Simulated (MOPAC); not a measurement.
Si2H3Cl2F: frequency calculation (part 2 of 2)

Si2H3Cl2F, SMILES F[Si]([SiH3])(Cl)Cl; PM3, closed shell (MOPAC 23.2.5). The geometry was optimised with PM3.

Geometry of the input (Å):
```
F  -0.3135  -0.1382  -2.3058
Si -0.5248  0.4232  -0.8438
Si 0.7454  -0.6422  0.9415
Cl -2.5757  0.2786  -0.5258
Cl -0.0866  2.4510  -1.0002
H  0.4079  0.0278  2.2220
H  2.1931  -0.4978  0.6494
H  0.3772  -2.0786  0.9979
```

### Output, continued
```
           1   -0.1994    0.0000   -0.0053    0.0469   -0.0000   -0.0564    0.7635   -0.0000
           2   -0.0114   -0.0001   -0.1035   -0.0226   -0.0000   -0.0049   -0.0021   -0.0000
           3   -0.0000    0.0619   -0.0000    0.0000    0.0026   -0.0000   -0.0000    0.0001
           4   -0.1839   -0.0000   -0.0274   -0.0319   -0.0000    0.0289   -0.6391   -0.0000
           5   -0.4748    0.0000    0.6427    0.0821   -0.0000    0.0134   -0.0279   -0.0000
           6   -0.0000   -0.4325    0.0000    0.0000   -0.0203   -0.0000    0.0000   -0.0014
           7    0.3821   -0.0001    0.0610   -0.1376   -0.0001   -0.1480    0.0138   -0.0000
           8    0.2228    0.0000   -0.3735   -0.2823    0.0000    0.0724    0.0385    0.0000
           9    0.0000    0.2993    0.0000   -0.0000   -0.1669    0.0000    0.0000   -0.2060
          10    0.0087   -0.0246    0.0312   -0.0006   -0.0006    0.0018   -0.0020   -0.0001
          11    0.0770    0.0214   -0.0749   -0.0190   -0.0022    0.0008    0.0031    0.0000
          12    0.0709    0.0861   -0.0863   -0.0137    0.0009   -0.0001    0.0046    0.0000
          13    0.0087    0.0247    0.0311   -0.0006    0.0007    0.0018   -0.0020    0.0001
          14    0.0769   -0.0214   -0.0750   -0.0191    0.0022    0.0007    0.0031   -0.0000
          15   -0.0709    0.0861    0.0863    0.0136    0.0009    0.0001   -0.0046    0.0000
          16    0.1499   -0.0000    0.0659    0.0820    0.0001    0.0403    0.0025   -0.0000
          17    0.5975    0.0000    0.3582    0.5522   -0.0000    0.3028    0.0058    0.0000
          18    0.0000   -0.2227    0.0000    0.0000    0.7442    0.0000   -0.0000   -0.0261
          19   -0.2166    0.2191   -0.2950    0.3082    0.4399    0.4057    0.0036   -0.2027
          20   -0.0651    0.4952   -0.2205    0.4141    0.0550   -0.3716   -0.0449    0.3515
          21   -0.0257   -0.1821   -0.0111   -0.1503    0.1113    0.3674    0.0313    0.5602
          22   -0.2166   -0.2192   -0.2950    0.3082   -0.4399    0.4057    0.0036    0.2028
          23   -0.0651   -0.4952   -0.2205    0.4141   -0.0550   -0.3715   -0.0449   -0.3516
          24    0.0258   -0.1822    0.0112    0.1503    0.1114   -0.3675   -0.0313    0.5601

   Root No.      17        18

                10 A'     11 A'

                1882.3    1904.2

           1    0.0002   -0.0000
           2   -0.0000   -0.0002
           3   -0.0000   -0.0001
           4   -0.0014    0.0011
           5    0.0005    0.0022
           6   -0.0000   -0.0000
           7   -0.1832   -0.0472
           8    0.0959   -0.0839
           9    0.0000   -0.0000
          10    0.0000   -0.0000
          11    0.0000   -0.0004
          12   -0.0000   -0.0000
          13   -0.0000   -0.0003
          14    0.0000   -0.0003
          15    0.0000    0.0001
          16    0.7783    0.5811
          17   -0.1158   -0.1045
          18   -0.0001   -0.0000
          19    0.0976   -0.1678
          20   -0.1965    0.2705
          21   -0.3477    0.4688
          22    0.0976   -0.1679
          23   -0.1966    0.2705
          24    0.3476   -0.4687

          DESCRIPTION OF VIBRATIONS

 VIBRATION          1    1A"         ATOM PAIR     ENERGY CONTRIBUTION    RADIAL
 FREQUENCY            34.79         Si3 -- H 6         +33.6% (999.0%)      0.0%
 TRANSITION DIPOLE   0.0035         Si3 -- H 7         +33.1% (999.0%)      0.0%
 TRAVEL (Ang.)       0.0000         Si3 -- H 8         +33.1% (999.0%)      0.0%
 REDUCED MASS        0.3274
 EFFECTIVE MASS      1.6774
 FORCE CONSTANT      0.0002

 VIBRATION          2    2A"         ATOM PAIR     ENERGY CONTRIBUTION    RADIAL
 FREQUENCY            95.28         Si2 -- Si3         +29.2% (265.2%)      0.0%
 TRANSITION DIPOLE   0.2392         Si3 -- H 6         +22.5% (232.6%)      0.0%
 TRAVEL (Ang.)       0.3214         Si3 -- H 7         +19.5% (216.6%)     78.4%
 REDUCED MASS        6.8527         Si3 -- H 8         +19.5% (216.6%)     78.7%
 EFFECTIVE MASS    147.7812
 FORCE CONSTANT      0.0367

 VIBRATION          3    1A'         ATOM PAIR     ENERGY CONTRIBUTION    RADIAL
 FREQUENCY           109.96         Si2 -- Si3         +25.0% (192.8%)      0.4%
 TRANSITION DIPOLE   0.5335         Si3 -- H 6         +17.5% (161.0%)     68.4%
 TRAVEL (Ang.)       0.3173         Si3 -- H 8         +15.2% (150.4%)     31.5%
 REDUCED MASS        6.0899         Si3 -- H 7         +15.2% (150.4%)     31.7%
 EFFECTIVE MASS     77.0467         Si2 -- Cl5         +11.5% (130.9%)      0.0%
 FORCE CONSTANT      0.0434         Si2 -- Cl4         +11.5% (130.9%)      0.0%

 VIBRATION          4    2A'         ATOM PAIR     ENERGY CONTRIBUTION    RADIAL
 FREQUENCY           148.04         Si2 -- Si3         +29.1% (188.6%)      0.1%
 TRANSITION DIPOLE   0.9143         Si2 -- Cl5         +26.9% (181.3%)      1.6%
 TRAVEL (Ang.)       0.2489         Si2 -- Cl4         +26.9% (181.3%)      1.6%
 REDUCED MASS        7.3543         F 1 -- Si2          +6.0% ( 85.4%)      7.2%
 EFFECTIVE MASS     42.4309
 FORCE CONSTANT      0.0950

 VIBRATION          5    3A'         ATOM PAIR     ENERGY CONTRIBUTION    RADIAL
 FREQUENCY           215.62         Si3 -- H 6         +17.4% ( 90.4%)     11.7%
 TRANSITION DIPOLE   2.1374         Si3 -- H 7         +17.1% ( 89.8%)      8.4%
 TRAVEL (Ang.)       0.2127         Si3 -- H 8         +17.1% ( 89.8%)      8.4%
 REDUCED MASS        6.9128         Si2 -- Si3         +15.9% ( 86.7%)     92.8%
 EFFECTIVE MASS     30.8378         F 1 -- Si2         +15.6% ( 85.6%)      0.1%
 FORCE CONSTANT      0.1894

 VIBRATION          6    3A"         ATOM PAIR     ENERGY CONTRIBUTION    RADIAL
 FREQUENCY           230.47         F 1 -- Si2         +54.1% ( 79.3%)      0.0%
 TRANSITION DIPOLE   1.1673         Si2 -- Cl5         +13.3% ( 39.3%)     12.8%
 TRAVEL (Ang.)       0.1825         Si2 -- Cl4         +13.3% ( 39.3%)     12.8%
 REDUCED MASS        8.7820         Si2 -- Si3         +10.5% ( 35.0%)      0.0%
 EFFECTIVE MASS     24.7693
 FORCE CONSTANT      0.2748

 VIBRATION          7    4A'         ATOM PAIR     ENERGY CONTRIBUTION    RADIAL
 FREQUENCY           311.10         Si2 -- Cl4         +26.1% ( 90.0%)     73.7%
 TRANSITION DIPOLE   1.3934         Si2 -- Cl5         +26.1% ( 90.0%)     73.7%
 TRAVEL (Ang.)       0.1736         Si2 -- Si3         +24.1% ( 86.6%)     53.8%
 REDUCED MASS        7.1947         Si3 -- H 6          +8.0% ( 49.9%)      2.4%
 EFFECTIVE MASS     32.3742
 FORCE CONSTANT      0.4103

 VIBRATION          8    4A"         ATOM PAIR     ENERGY CONTRIBUTION    RADIAL
 FREQUENCY           363.38         Si2 -- Cl4         +25.1% ( 79.7%)     84.4%
 TRANSITION DIPOLE   1.7697         Si2 -- Cl5         +25.1% ( 79.7%)     84.4%
 TRAVEL (Ang.)       0.1467         F 1 -- Si2         +15.5% ( 62.6%)      0.0%
 REDUCED MASS        8.6186         Si2 -- Si3         +15.4% ( 62.6%)      0.0%
 EFFECTIVE MASS     27.1011
 FORCE CONSTANT      0.6705

 VIBRATION          9    5A'         ATOM PAIR     ENERGY CONTRIBUTION    RADIAL
 FREQUENCY           423.84         Si3 -- H 6         +22.8% ( 78.8%)     41.8%
 TRANSITION DIPOLE   0.5562         Si2 -- Si3         +22.4% ( 78.1%)     95.6%
 TRAVEL (Ang.)       0.2246         Si3 -- H 7         +13.5% ( 60.7%)      0.0%
 REDUCED MASS        3.1524         Si3 -- H 8         +13.5% ( 60.7%)      0.0%
 EFFECTIVE MASS     16.3902         Si2 -- Cl4         +10.2% ( 52.7%)     27.5%
 FORCE CONSTANT      0.3337         Si2 -- Cl5         +10.2% ( 52.7%)     27.5%

 VIBRATION         10    5A"         ATOM PAIR     ENERGY CONTRIBUTION    RADIAL
 FREQUENCY           437.84         Si3 -- H 8         +30.3% ( 79.1%)      8.2%
 TRANSITION DIPOLE   0.6060         Si3 -- H 7         +30.3% ( 79.1%)      8.1%
 TRAVEL (Ang.)       0.3281         Si3 -- H 6         +12.7% ( 51.3%)      0.0%
 REDUCED MASS        1.4311         Si2 -- Si3         +10.0% ( 45.5%)      0.0%
 EFFECTIVE MASS      8.2401
 FORCE CONSTANT      0.1616

 VIBRATION         11    6A'         ATOM PAIR     ENERGY CONTRIBUTION    RADIAL
 FREQUENCY           447.08         Si2 -- Si3         +22.7% ( 74.1%)     72.1%
 TRANSITION DIPOLE   1.1273         Si3 -- H 6         +17.0% ( 64.0%)      2.0%
 TRAVEL (Ang.)       0.1663         Si2 -- Cl5         +12.6% ( 55.1%)     42.6%
 REDUCED MASS        5.4561         Si2 -- Cl4         +12.6% ( 55.1%)     42.6%
 EFFECTIVE MASS     17.7033         F 1 -- Si2         +12.0% ( 53.8%)      0.1%
 FORCE CONSTANT      0.6425         Si3 -- H 7         +11.6% ( 52.9%)     18.5%
                            Si3 -- H 8         +11.6% ( 52.9%)     18.2%

 VIBRATION         12    7A'         ATOM PAIR     ENERGY CONTRIBUTION    RADIAL
 FREQUENCY           718.45         Si3 -- H 6         +32.9% ( 52.3%)      1.2%
 TRANSITION DIPOLE   1.0995         Si3 -- H 7         +30.5% ( 50.3%)      1.5%
 TRAVEL (Ang.)       0.4164         Si3 -- H 8         +30.5% ( 50.3%)      1.5%
 REDUCED MASS        0.5413         Si2 -- Si3          +4.6% ( 19.5%)     96.5%
 EFFECTIVE MASS      2.7271
 FORCE CONSTANT      0.1646

 VIBRATION         13    6A"         ATOM PAIR     ENERGY CONTRIBUTION    RADIAL
 FREQUENCY           868.00         Si3 -- H 6         +58.3% ( 59.4%)      0.0%
 TRANSITION DIPOLE   0.3076         Si3 -- H 7         +20.3% ( 35.0%)      6.5%
 TRAVEL (Ang.)       0.4306         Si3 -- H 8         +20.3% ( 35.0%)      6.6%
 REDUCED MASS        0.4190         Si2 -- Si3          +1.2% (  8.4%)      0.0%
 EFFECTIVE MASS      1.3832
 FORCE CONSTANT      0.1860

 VIBRATION         14    8A'         ATOM PAIR     ENERGY CONTRIBUTION    RADIAL
 FREQUENCY           869.13         Si3 -- H 8         +45.2% ( 52.5%)      0.8%
 TRANSITION DIPOLE   0.2504         Si3 -- H 7         +45.2% ( 52.5%)      0.9%
 TRAVEL (Ang.)       0.4320         Si3 -- H 6          +7.5% ( 21.4%)     26.1%
 REDUCED MASS        0.4158         Si2 -- Si3          +1.2% (  8.7%)      2.2%
 EFFECTIVE MASS      1.4584
 FORCE CONSTANT      0.1851

 VIBRATION         15    9A'         ATOM PAIR     ENERGY CONTRIBUTION    RADIAL
 FREQUENCY           926.03         F 1 -- Si2         +64.4% ( 99.5%)    100.0%
 TRANSITION DIPOLE   4.2706         Si2 -- Si3         +11.9% ( 42.7%)     29.2%
 TRAVEL (Ang.)       0.0808         Si2 -- Cl5         +11.7% ( 42.4%)      4.7%
 REDUCED MASS       11.1604         Si2 -- Cl4         +11.7% ( 42.4%)      4.7%
 EFFECTIVE MASS     22.3976
 FORCE CONSTANT      5.6387

 VIBRATION         16    7A"         ATOM PAIR     ENERGY CONTRIBUTION    RADIAL
 FREQUENCY          1881.17         Si3 -- H 8         +49.8% ( 71.4%)     98.5%
 TRANSITION DIPOLE   0.0360         Si3 -- H 7         +49.8% ( 71.4%)     98.5%
 TRAVEL (Ang.)       0.2646         Si2 -- Si3          +0.2% (  4.8%)      0.0%
 REDUCED MASS        0.5120         Si3 -- H 6          +0.2% (  4.6%)      0.0%
 EFFECTIVE MASS      1.4165
 FORCE CONSTANT      1.0675

 VIBRATION         17   10A'         ATOM PAIR     ENERGY CONTRIBUTION    RADIAL
 FREQUENCY          1882.28         Si3 -- H 6         +64.5% ( 81.2%)     99.5%
 TRANSITION DIPOLE   0.0612         Si3 -- H 7         +17.6% ( 42.5%)     91.0%
 TRAVEL (Ang.)       0.2689         Si3 -- H 8         +17.6% ( 42.5%)     90.9%
 REDUCED MASS        0.4954         Si2 -- Si3          +0.2% (  4.8%)      0.0%
 EFFECTIVE MASS      1.4198
 FORCE CONSTANT      1.0341

 VIBRATION         18   11A'         ATOM PAIR     ENERGY CONTRIBUTION    RADIAL
 FREQUENCY          1904.23         Si3 -- H 6         +35.3% ( 58.3%)     98.7%
 TRANSITION DIPOLE   0.0576         Si3 -- H 7         +32.4% ( 55.8%)     98.5%
 TRAVEL (Ang.)       0.3263         Si3 -- H 8         +32.4% ( 55.8%)     98.5%
 REDUCED MASS        0.3327
 EFFECTIVE MASS      1.0956
 FORCE CONSTANT      0.7108

      SYMMETRY NUMBER FOR POINT-GROUP Cs  =  1

          SYSTEM IS A GROUND STATE

 Cl2FH3Si2 charge 0

          MOLECULE IS NOT LINEAR

          THERE ARE 18 GENUINE VIBRATIONS IN THIS SYSTEM
          THIS THERMODYNAMICS CALCULATION IS LIMITED TO
          MOLECULES WHICH HAVE NO INTERNAL ROTATIONS

                    CALCULATED THERMODYNAMIC PROPERTIES
                                          *
   TEMP. (K)   PARTITION FUNCTION   H.O.F.    ENTHALPY  HEAT CAPACITY ENTROPY
                                   KCAL/MOL   CAL/MOLE    CAL/K/MOL  CAL/K/MOL

 298.00  VIB.     0.4748D+03                  3689.0624    21.1640    24.6263
         ROT.     0.5079D+06                   888.2803     2.9808    29.0888
         INT.     0.2411D+09                  4577.3427    24.1448    53.7151
         TRA.     0.1760D+28                  1480.4672     4.9680    40.9064
         TOT.                     -162.147    6057.8098    29.1128    94.6215

 298.00  VIB.     0.4748D+03                  3689.0624    21.1640    24.6263
         ROT.     0.5079D+06                   888.2803     2.9808    29.0888
         INT.     0.2411D+09                  4577.3427    24.1448    53.7151
         TRA.     0.1760D+28                  1480.4672     4.9680    40.9064
         TOT.                     -162.147    6057.8098    29.1128    94.6215

 398.00  VIB.     0.3477D+04                  5964.2453    24.1614    31.1888
         ROT.     0.7839D+06                  1186.3609     2.9808    29.9513
         INT.     0.2725D+10                  7150.6063    27.1422    61.1401
         TRA.     0.2717D+28                  1977.2682     4.9680    42.3440
         TOT.                     -159.077    9127.8745    32.1102   103.4841

   *: NOTE: HEATS OF FORMATION ARE RELATIVE TO THE
            ELEMENTS IN THEIR STANDARD STATE AT 298K
              (=  Standard Enthalpy of Formation).

            Hvib:  Zero-point energy is not included.
                   frequencies of less than zero cm-1 are not included.
            Hrot = (3/2)RT
            Htra = (3/2)RT + pV = (5/2)RT

            Heat capacity is Cp, not Cv

           FORCE CONSTANT IN CARTESIAN COORDINATES (Millidynes/A)

    ATOM   CHEMICAL       X               Y               Z
   NUMBER   SYMBOL  FORCE CONSTANT  FORCE CONSTANT  FORCE CONSTANT

      1       F        5.850219        0.312011        0.371425
      2      Si        6.215267        2.223889        1.721869
      3      Si        3.092416        2.708315        3.194370
      4      Cl        0.296950        0.473821        0.892388
      5      Cl        0.297035        0.473975        0.892149
      6       H        2.007450        0.240529        0.255939
      7       H        0.379348        0.654748        1.465197
      8       H        0.379470        0.654973        1.464848

 *                    *
 * JOB ENDED NORMALLY *
 *                    *

 TOTAL JOB TIME:             0.06 SECONDS

 == MOPAC DONE ==
```

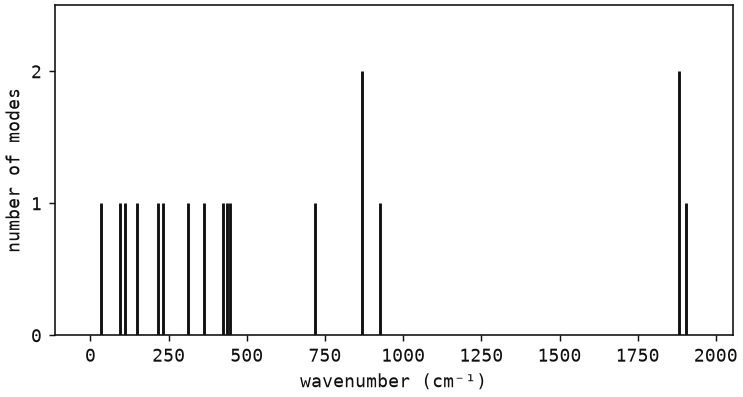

*Harmonic vibrational wavenumbers from the force constants; neighbouring modes closer than 8 cm⁻¹ are counted in one stick.*

18 modes from 35 to 1904 cm⁻¹, none imaginary.

### Results in brief

| quantity | value |
| --- | --- |
| outcome | converged |
| heat of formation | −162.15 kcal/mol |
| basis functions | 23 |
| zero-point energy | 0.027034 hartree |
| wavenumbers, lowest and highest | 35 and 1904 cm⁻¹ |
| peak memory | 0.072 GiB |

### Notes

MOPAC's energies along a path are heats of formation.
